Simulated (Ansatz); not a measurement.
## CH$_{4}$AlO: nudged elastic band

- system: CH$_{4}$AlO, multiplicity 2, SMILES [CH3][Al][OH]
- method: UKS PBE/def2-SVP (Ansatz 0.2.0)

It belongs to a series of runs on one base structure; here: band between the two ends. Figures and captions count atoms from 1; the log counts them from 0 in places.

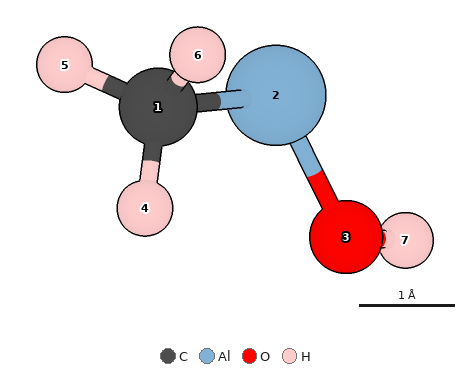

**Figure 1.** The structure as given in the input (ball-and-stick view, seen at a tilt; atoms are numbered from 1 in the order of the input). Sticks mark near contacts. Bond lengths as drawn: Al–C 1.98 Å, Al–O 1.74 Å, C–H 1.11 Å and H–O 0.97 Å.

### The input
```yaml
crystal:
  periodic: [false, false, false]
  atoms:
    - { symbol: C, position_ang: [-0.898182, 0.57569, -0.357401] }
    - { symbol: Al, position_ang: [0.932032, 0.330264, 0.367898] }
    - { symbol: O, position_ang: [1.458407, -1.314445, 0.536489] }
    - { symbol: H, position_ang: [-1.309102, -0.406958, -0.670272] }
    - { symbol: H, position_ang: [-0.896402, 1.26469, -1.227167] }
    - { symbol: H, position_ang: [-1.562955, 1.014397, 0.416396] }
    - { symbol: H, position_ang: [2.337501, -1.531638, 0.888357] }
magnetization:
  spin_polarized: true
  initial_magnetization: 1
basis:
  gaussian: { orbitals: def2-SVP }
hamiltonian:
  xc: pbe
neb:
  order_check: false
  images: 9
  f_tol: 0.03
  max_iterations: 51
  final_atoms:
    - { symbol: C, position_ang: [-0.89939096, 0.5198809, -0.43291432] }
    - { symbol: Al, position_ang: [0.90576496, -0.3014998, -0.47568041] }
    - { symbol: O, position_ang: [1.47460545, -0.93737019, 1.03400213] }
    - { symbol: H, position_ang: [-1.61821547, -0.10938684, -0.99959709] }
    - { symbol: H, position_ang: [-0.89690174, 1.52701456, -0.89845915] }
    - { symbol: H, position_ang: [-1.24610232, 0.60260772, 0.61835255] }
    - { symbol: H, position_ang: [2.34153907, -1.36924634, 1.1085963] }
  initial_path:
    images:
      - { positions_ang: [[-0.898182, 0.57569, -0.357401], [0.932032, 0.330264, 0.367898], [1.458407, -1.314445, 0.536489], [-1.309102, -0.406958, -0.670272], [-0.896402, 1.26469, -1.227167], [-1.562955, 1.014397, 0.416396], [2.337501, -1.531638, 0.888357]] }
      - { positions_ang: [[-0.87015805, 0.55147515, -0.35445162], [0.97973442, 0.34068027, 0.23907475], [1.55634471, -1.24599564, 0.5591516], [-1.27549526, -0.40801088, -0.70096159], [-0.93887928, 1.28379084, -1.17850821], [-1.49499697, 0.93348938, 0.46637422], [2.10474943, -1.52342912, 0.92362085]] }
      - { positions_ang: [[-0.84213411, 0.5272603, -0.35150224], [1.02743684, 0.35109654, 0.11025149], [1.65428243, -1.17754627, 0.58181419], [-1.24188851, -0.40906376, -0.73165118], [-0.98135656, 1.30289168, -1.12984942], [-1.42703895, 0.85258175, 0.51635245], [1.87199785, -1.51522024, 0.95888471]] }
      - { positions_ang: [[-0.81411016, 0.50304545, -0.34855285], [1.07513926, 0.36151281, -0.01857176], [1.75222014, -1.10909691, 0.60447679], [-1.20828177, -0.41011664, -0.76234077], [-1.02383383, 1.32199252, -1.08119063], [-1.35908092, 0.77167413, 0.56633067], [1.63924628, -1.50701136, 0.99414856]] }
      - { positions_ang: [[-0.78608621, 0.4788306, -0.34560347], [1.12284168, 0.37192909, -0.14739502], [1.85015785, -1.04064755, 0.62713939], [-1.17467502, -0.41116952, -0.79303036], [-1.06631111, 1.34109336, -1.03253184], [-1.29112289, 0.69076651, 0.61630889], [1.40649471, -1.49880247, 1.02941241]] }
      - { positions_ang: [[-0.75806227, 0.45461575, -0.34265409], [1.1705441, 0.38234536, -0.27621827], [1.94809556, -0.97219819, 0.64980198], [-1.14106828, -0.4122224, -0.82371996], [-1.10878839, 1.3601942, -0.98387305], [-1.22316487, 0.60985888, 0.66628712], [1.17374313, -1.49059359, 1.06467627]] }
      - { positions_ang: [[-0.78632801, 0.46766878, -0.36070614], [1.11758828, 0.24557632, -0.3161107], [1.85339754, -0.96523259, 0.72664201], [-1.23649771, -0.35165529, -0.85889538], [-1.06641106, 1.39355827, -0.96679027], [-1.22775236, 0.60840865, 0.65670021], [1.40730232, -1.46632414, 1.07346027]] }
      - { positions_ang: [[-0.81459374, 0.48072181, -0.37875818], [1.06463245, 0.10880729, -0.35600313], [1.75869952, -0.95826699, 0.80348204], [-1.33192715, -0.29108818, -0.89407081], [-1.02403373, 1.42692234, -0.94970749], [-1.23233985, 0.60695842, 0.64711329], [1.64086151, -1.44205469, 1.08224428]] }
      - { positions_ang: [[-0.84285948, 0.49377484, -0.39681023], [1.01167662, -0.02796174, -0.39589556], [1.6640015, -0.95130139, 0.88032207], [-1.42735659, -0.23052106, -0.92924624], [-0.9816564, 1.46028641, -0.93262471], [-1.23692734, 0.60550818, 0.63752638], [1.87442069, -1.41778524, 1.09102829]] }
      - { positions_ang: [[-0.87112522, 0.50682787, -0.41486227], [0.95872079, -0.16473077, -0.43578799], [1.56930347, -0.94433579, 0.9571621], [-1.52278603, -0.16995395, -0.96442166], [-0.93927907, 1.49365049, -0.91554193], [-1.24151483, 0.60405795, 0.62793947], [2.10797988, -1.39351579, 1.09981229]] }
      - { positions_ang: [[-0.89939096, 0.5198809, -0.43291432], [0.90576496, -0.3014998, -0.47568041], [1.47460545, -0.93737019, 1.03400213], [-1.61821547, -0.10938684, -0.99959709], [-0.89690174, 1.52701456, -0.89845915], [-1.24610232, 0.60260772, 0.61835255], [2.34153907, -1.36924634, 1.1085963]] }
```

Hardware: 1 thread of Arm Neoverse V2, 24 GiB of memory available, shared host.

Launched with:
```bash
ansatz run input.yaml --threads 1 --pin off --max-ram 2048MiB --backend cpu --events-out ev --progress --plain --runs-dir out
```

### Log
```
Engine: ansatz 0.2.0, aarch64-unknown-linux-gnu
Functional definition: PBE
  parameter kappa = 0.804
  parameter beta = 0.06672455060314922
  exchange = pbe_x(kappa = kappa, mu = beta*pi^2/3)
  correlation = pbe_c(beta = beta)
726 factors; their error is unknown
mean field evaluation 1: about -9720.3829 eV, gradient 5.7e1 eV
mean field evaluation 2: about -9625.3701 eV, gradient 1.3e2 eV
mean field evaluation 4: about -9733.8242 eV, gradient 1.2e1 eV
mean field evaluation 8: about -9734.5794 eV, gradient 1.2e-1 eV
mean field evaluation 16: about -9734.5479 eV, gradient 7.0e-5 eV
mean field -9734.54794030 eV, -357.7380384923 hartree, gradient 1.3e-5 eV, S^2 0.751693; 0 other end points of the search recorded, 0 dependent functions left out
the calculation of the forces begins
reference -9734.54797842 eV, -357.7380398934 hartree; 16, 15 occupied and 50, 51 virtual orbitals, 726 factors
726 factors; their error is unknown
mean field evaluation 32: about -9734.5479 eV, gradient 9.1e-4 eV
mean field -9734.54790092 eV, -357.7380370453 hartree, gradient 6.7e-5 eV, S^2 0.751691; 0 other end points of the search recorded, 0 dependent functions left out
[... from here on the field's lines of each further geometry are left out, up to the last ...]
NEB iter   1: max|band force component| = 1.004e2 eV/Å  barrier→ = 14.5661 eV  barrier← = 14.5661 eV  Δτ_max = 0.2000 Å  (296 SCF iters)
NEB iter   2: max|band force component| = 4.349e1 eV/Å  barrier→ = 6.0357 eV  barrier← = 6.0357 eV  Δτ_max = 0.1903 Å  (296 SCF iters)
NEB iter   3: max|band force component| = 2.105e1 eV/Å  barrier→ = 2.5170 eV  barrier← = 2.5170 eV  Δτ_max = 0.1985 Å  (269 SCF iters)
NEB iter   4: max|band force component| = 8.299e0 eV/Å  barrier→ = 0.8032 eV  barrier← = 0.8032 eV  Δτ_max = 0.1939 Å  (287 SCF iters)
NEB iter   5: max|band force component| = 3.255e0 eV/Å  barrier→ = 0.2614 eV  barrier← = 0.2614 eV  Δτ_max = 0.1935 Å  (291 SCF iters)
NEB iter   6: max|band force component| = 1.836e0 eV/Å  barrier→ = 0.3502 eV  barrier← = 0.3501 eV  Δτ_max = 0.2000 Å  (270 SCF iters)
NEB iter   7: max|band force component| = 6.207e0 eV/Å  barrier→ = 0.8558 eV  barrier← = 0.8557 eV  Δτ_max = 0.0991 Å  (276 SCF iters)
NEB iter   8: max|band force component| = 1.907e0 eV/Å  barrier→ = 0.2045 eV  barrier← = 0.2044 eV  Δτ_max = 0.1966 Å  (265 SCF iters)
NEB iter   9: max|band force component| = 8.982e-1 eV/Å  barrier→ = 0.1851 eV  barrier← = 0.1850 eV  Δτ_max = 0.1948 Å  (279 SCF iters)
NEB iter  10: max|band force component| = 1.617e0 eV/Å  barrier→ = 0.3051 eV  barrier← = 0.3051 eV  Δτ_max = 0.1018 Å  (279 SCF iters)
NEB iter  11: max|band force component| = 2.849e-1 eV/Å  barrier→ = 0.1752 eV  barrier← = 0.1752 eV  CI = image 4  Δτ_max = 0.1964 Å  (264 SCF iters)
NEB iter  12: max|band force component| = 1.360e0 eV/Å  barrier→ = 0.1898 eV  barrier← = 0.1898 eV  CI = image 8  Δτ_max = 0.1009 Å  (290 SCF iters)
NEB iter  13: max|band force component| = 3.785e-1 eV/Å  barrier→ = 0.1744 eV  barrier← = 0.1744 eV  CI = image 4  Δτ_max = 0.1109 Å  (261 SCF iters)
NEB iter  14: max|band force component| = 1.842e-1 eV/Å  barrier→ = 0.1706 eV  barrier← = 0.1706 eV  CI = image 4  Δτ_max = 0.1313 Å  (261 SCF iters)
NEB iter  15: max|band force component| = 1.547e-1 eV/Å  barrier→ = 0.1678 eV  barrier← = 0.1678 eV  CI = image 4  Δτ_max = 0.1858 Å  (265 SCF iters)
NEB iter  16: max|band force component| = 6.356e-1 eV/Å  barrier→ = 0.1671 eV  barrier← = 0.1670 eV  CI = image 7  Δτ_max = 0.1008 Å  (263 SCF iters)
NEB iter  17: max|band force component| = 3.430e-1 eV/Å  barrier→ = 0.1607 eV  barrier← = 0.1606 eV  CI = image 7  Δτ_max = 0.1613 Å  (259 SCF iters)
NEB iter  18: max|band force component| = 5.542e-1 eV/Å  barrier→ = 0.1607 eV  barrier← = 0.1607 eV  CI = image 4  Δτ_max = 0.2000 Å  (257 SCF iters)
NEB iter  19: max|band force component| = 3.707e-1 eV/Å  barrier→ = 0.1593 eV  barrier← = 0.1592 eV  CI = image 4  Δτ_max = 0.1576 Å  (267 SCF iters)
NEB iter  20: max|band force component| = 4.699e-1 eV/Å  barrier→ = 0.1773 eV  barrier← = 0.1772 eV  CI = image 8  Δτ_max = 0.0815 Å  (262 SCF iters)
NEB iter  21: max|band force component| = 3.095e-1 eV/Å  barrier→ = 0.1673 eV  barrier← = 0.1673 eV  CI = image 8  Δτ_max = 0.1577 Å  (255 SCF iters)
NEB iter  22: max|band force component| = 2.489e-1 eV/Å  barrier→ = 0.1653 eV  barrier← = 0.1653 eV  CI = image 8  Δτ_max = 0.0525 Å  (258 SCF iters)
NEB iter  23: max|band force component| = 8.251e-2 eV/Å  barrier→ = 0.1635 eV  barrier← = 0.1635 eV  CI = image 8  Δτ_max = 0.0481 Å  (257 SCF iters)
NEB iter  24: max|band force component| = 6.896e-2 eV/Å  barrier→ = 0.1624 eV  barrier← = 0.1624 eV  CI = image 8  Δτ_max = 0.0292 Å  (255 SCF iters)
NEB iter  25: max|band force component| = 4.868e-2 eV/Å  barrier→ = 0.1615 eV  barrier← = 0.1615 eV  CI = image 8  Δτ_max = 0.0818 Å  (250 SCF iters)
NEB iter  26: max|band force component| = 8.485e-2 eV/Å  barrier→ = 0.1606 eV  barrier← = 0.1605 eV  CI = image 8  Δτ_max = 0.0388 Å  (244 SCF iters)
NEB iter  27: max|band force component| = 5.059e-2 eV/Å  barrier→ = 0.1598 eV  barrier← = 0.1597 eV  CI = image 8  Δτ_max = 0.0412 Å  (256 SCF iters)
NEB iter  28: max|band force component| = 3.446e-2 eV/Å  barrier→ = 0.1591 eV  barrier← = 0.1590 eV  CI = image 8  Δτ_max = 0.0309 Å  (264 SCF iters)
NEB iter  29: max|band force component| = 7.928e-2 eV/Å  barrier→ = 0.1584 eV  barrier← = 0.1584 eV  CI = image 8  Δτ_max = 0.0156 Å  (263 SCF iters)
NEB iter  30: max|band force component| = 3.278e-2 eV/Å  barrier→ = 0.1581 eV  barrier← = 0.1580 eV  CI = image 8  Δτ_max = 0.0310 Å  (255 SCF iters)
NEB iter  31: max|band force component| = 3.361e-2 eV/Å  barrier→ = 0.1576 eV  barrier← = 0.1576 eV  CI = image 8  Δτ_max = 0.0155 Å  (261 SCF iters)
NEB iter  32: max|band force component| = 3.096e-2 eV/Å  barrier→ = 0.1572 eV  barrier← = 0.1572 eV  CI = image 8  Δτ_max = 0.0155 Å  (257 SCF iters)
the calculation of the forces begins
reference -9734.52854479 eV, -357.7373257207 hartree; 16, 15 occupied and 50, 51 virtual orbitals, 726 factors
726 factors; their error is unknown
mean field -9734.39104798 eV, -357.7322728061 hartree, gradient 1.6e-5 eV, S^2 0.751977; 1 other end points of the search recorded, 0 dependent functions left out
the calculation of the forces begins
reference -9734.39108620 eV, -357.7322742106 hartree; 16, 15 occupied and 50, 51 virtual orbitals, 726 factors
NEB iter  33: max|band force component| = 2.865e-2 eV/Å  barrier→ = 0.1569 eV  barrier← = 0.1569 eV  CI = image 8  Δτ_max = 0.0000 Å  (507 SCF iters)
```

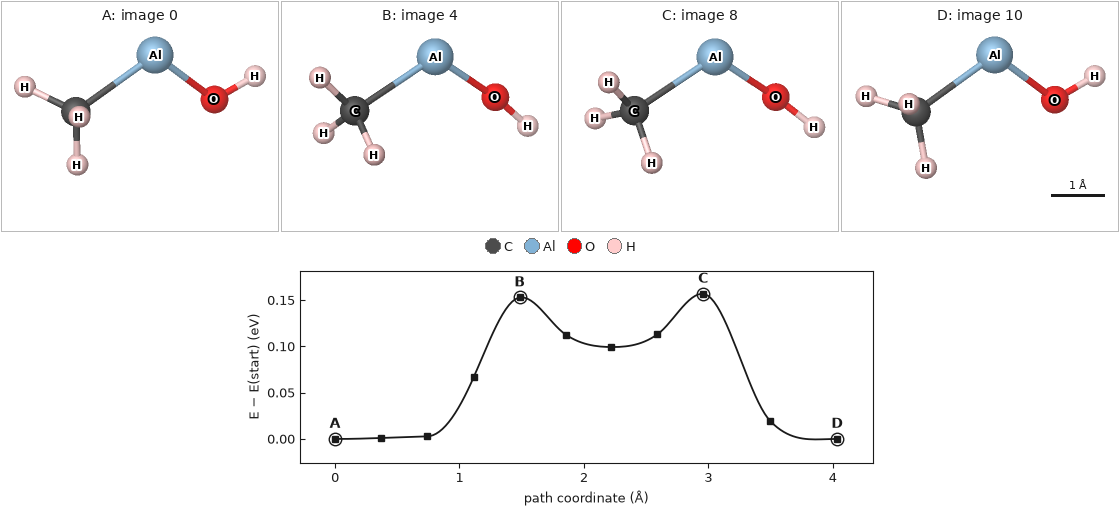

**Figure 2.** Images of the last band (counted from 0; ball-and-stick, seen at a tilt) above the energy along the path; the line is a cubic interpolation that uses the forces. The highest image is number 8, 0.157 eV above the start and 0.157 eV above the end (the climbing image); start and end have the same energy. The path is 4.04 Å long. The band converged in 33 iterations.

```
Total energy: -9734.39108620 eV, -357.7322742106 hartree
Atom 0 at    -0.874556     0.555364    -0.414136 Å, force     0.000463     0.002329    -0.004605 eV/Å
Atom 1 at     1.053168     0.049517    -0.469464 Å, force    -0.000934    -0.015287     0.003689 eV/Å
Atom 2 at     1.672702    -1.105674     0.611415 Å, force    -0.001887     0.027242     0.014177 eV/Å
Atom 3 at    -1.469213    -0.244474    -0.906312 Å, force     0.001120     0.000602    -0.000356 eV/Å
Atom 4 at    -1.062637     1.506226    -0.951288 Å, force    -0.004141    -0.000054    -0.000709 eV/Å
Atom 5 at    -1.222726     0.651139     0.636222 Å, force     0.003384     0.000761     0.000591 eV/Å
Atom 6 at     1.964560    -1.480098     1.447863 Å, force     0.001995    -0.015593    -0.012787 eV/Å
Dipole moment:    -0.039348    -0.026354     0.244311 e Å
this run last wrote the band of iteration 33 to [file]
```

### The last band as extended XYZ (Å, eV, eV/Å)
```
7
Properties=species:S:1:pos:R:3:forces:R:3 image=0 energy=-9734.54794
C    -0.8982    0.5757   -0.3574   -0.0010   0.0065   0.0033
Al    0.9320    0.3303    0.3679   -0.0004  -0.0125  -0.0011
O     1.4584   -1.3144    0.5365    0.0006   0.0142  -0.0013
H    -1.3091   -0.4070   -0.6703   -0.0005   0.0004   0.0000
H    -0.8964    1.2647   -1.2272    0.0011  -0.0048   0.0052
H    -1.5630    1.0144    0.4164    0.0039  -0.0029  -0.0058
H     2.3375   -1.5316    0.8884   -0.0036  -0.0009  -0.0002
7
Properties=species:S:1:pos:R:3:forces:R:3 image=1 energy=-9734.54692
C    -0.8847    0.5770   -0.3905   -0.0001   0.0003   0.0002
Al    1.0025    0.3077    0.1576   -0.0008   0.0005   0.0028
O     1.4113   -1.3009    0.6608    0.0008  -0.0002  -0.0016
H    -1.3025   -0.3784   -0.7720    0.0006  -0.0006   0.0012
H    -0.9905    1.3607   -1.1667    0.0005  -0.0010  -0.0011
H    -1.4789    0.8909    0.4945   -0.0010   0.0016  -0.0008
H     2.3042   -1.5250    0.9706    0.0000  -0.0006  -0.0008
7
Properties=species:S:1:pos:R:3:forces:R:3 image=2 energy=-9734.54516
C    -0.8736    0.5808   -0.4120    0.0009  -0.0006   0.0030
Al    1.0435    0.2257   -0.0457   -0.0004  -0.0010   0.0022
O     1.3724   -1.2587    0.7886   -0.0014  -0.0018  -0.0002
H    -1.3285   -0.3140   -0.8877   -0.0009  -0.0008   0.0002
H    -1.0325    1.4587   -1.0682    0.0020   0.0003  -0.0012
H    -1.3964    0.7614    0.5519   -0.0017   0.0013  -0.0017
H     2.2763   -1.5219    1.0272    0.0015   0.0026  -0.0022
7
Properties=species:S:1:pos:R:3:forces:R:3 image=3 energy=-9734.48131
C    -0.8606    0.5717   -0.4263    0.0249   0.0128  -0.0173
Al    1.0951    0.2995   -0.1629   -0.0098  -0.0251   0.0260
O     1.4410   -1.1065    0.7478   -0.2491  -0.1035   0.0635
H    -1.2828   -0.3183   -0.9406    0.0143   0.0058  -0.0072
H    -1.1063    1.4772   -1.0137    0.0063   0.0132  -0.0095
H    -1.3428    0.6472    0.5719    0.0072   0.0107   0.0014
H     2.1178   -1.6387    1.1781    0.2063   0.0861  -0.0569
7
Properties=species:S:1:pos:R:3:forces:R:3 image=4 energy=-9734.39499
C    -0.8728    0.5543   -0.4263   -0.0005   0.0071  -0.0057
Al    1.0937    0.3344   -0.1770   -0.0153  -0.0024  -0.0020
O     1.6914   -0.9814    0.7009   -0.0064  -0.0057   0.0106
H    -1.2821   -0.3329   -0.9558    0.0078   0.0017  -0.0037
H    -1.1138    1.4629   -1.0123   -0.0096   0.0011  -0.0010
H    -1.3697    0.6235    0.5653    0.0070   0.0048   0.0012
H     1.9146   -1.7288    1.2596    0.0170  -0.0065   0.0006
7
Properties=species:S:1:pos:R:3:forces:R:3 image=5 energy=-9734.43510
C    -0.8488    0.5394   -0.4018    0.0039  -0.0078   0.0054
Al    1.1241    0.2937   -0.2328    0.0108  -0.0008  -0.0039
O     1.8836   -0.9565    0.6677    0.0644   0.0198  -0.0085
H    -1.3090   -0.3481   -0.8874    0.0036  -0.0081   0.0060
H    -1.0816    1.4325   -1.0163    0.0026  -0.0110   0.0089
H    -1.3165    0.6694    0.5979    0.0047  -0.0082   0.0066
H     1.6096   -1.6983    1.2270   -0.0900   0.0160  -0.0145
7
Properties=species:S:1:pos:R:3:forces:R:3 image=6 energy=-9734.44861
C    -0.8147    0.5130   -0.3917   -0.0004   0.0026  -0.0026
Al    1.1580    0.2211   -0.3849   -0.0021  -0.0041   0.0024
O     1.9006   -0.9547    0.6426    0.0030   0.0001  -0.0001
H    -1.3116   -0.3291   -0.9209    0.0009  -0.0001  -0.0009
H    -1.0874    1.4530   -0.9117   -0.0019   0.0002   0.0014
H    -1.2123    0.5510    0.6454    0.0010   0.0002   0.0001
H     1.4288   -1.5223    1.2754   -0.0004   0.0011  -0.0003
7
Properties=species:S:1:pos:R:3:forces:R:3 image=7 energy=-9734.43498
C    -0.8525    0.5308   -0.3998    0.0045  -0.0047   0.0046
Al    1.0822    0.0516   -0.4778    0.0011  -0.0205  -0.0076
O     1.8740   -1.0238    0.6034    0.0730   0.0268  -0.0116
H    -1.4311   -0.2417   -0.9522   -0.0003  -0.0015   0.0064
H    -1.0342    1.5053   -0.8971    0.0018  -0.0064   0.0099
H    -1.2387    0.5783    0.6404    0.0116  -0.0072   0.0098
H     1.6615   -1.4685    1.4374   -0.0918   0.0134  -0.0114
7
Properties=species:S:1:pos:R:3:forces:R:3 image=8 energy=-9734.39105
C    -0.8746    0.5554   -0.4141    0.0005   0.0023  -0.0046
Al    1.0532    0.0495   -0.4695   -0.0009  -0.0153   0.0037
O     1.6727   -1.1057    0.6114   -0.0019   0.0272   0.0142
H    -1.4692   -0.2445   -0.9063    0.0011   0.0006  -0.0004
H    -1.0626    1.5062   -0.9513   -0.0041  -0.0001  -0.0007
H    -1.2227    0.6511    0.6362    0.0034   0.0008   0.0006
H     1.9646   -1.4801    1.4479    0.0020  -0.0156  -0.0128
7
Properties=species:S:1:pos:R:3:forces:R:3 image=9 energy=-9734.52851
C    -0.8725    0.5538   -0.4311    0.0026   0.0002  -0.0075
Al    1.0389    0.0118   -0.4032    0.0013  -0.0087   0.0380
O     1.3993   -1.0982    0.8680   -0.1196   0.0028   0.1113
H    -1.4784   -0.2540   -0.8949    0.0043   0.0017  -0.0099
H    -1.0563    1.4928   -0.9887    0.0102   0.0007  -0.0124
H    -1.2114    0.6783    0.6196   -0.0042   0.0023  -0.0120
H     2.2417   -1.4526    1.1847    0.1055   0.0010  -0.1075
7
Properties=species:S:1:pos:R:3:forces:R:3 image=10 energy=-9734.54790
C    -0.8994    0.5199   -0.4329   -0.0064   0.0008  -0.0164
Al    0.9058   -0.3015   -0.4757   -0.0079   0.0041  -0.0053
O     1.4746   -0.9374    1.0340    0.0076  -0.0048   0.0054
H    -1.6182   -0.1094   -0.9996    0.0071   0.0061   0.0062
H    -0.8969    1.5270   -0.8985    0.0008  -0.0079   0.0064
H    -1.2461    0.6026    0.6184   -0.0001   0.0009   0.0015
H     2.3415   -1.3692    1.1086   -0.0010   0.0007   0.0021
```

### Results in brief

| quantity | value |
| --- | --- |
| outcome | converged |
| barrier, forward | 0.157 eV |
| barrier, backward | 0.157 eV |
| wall time | 9.3 min |
| peak memory | 0.23 GiB |

### Remarks

The order of the saddle point was not checked.
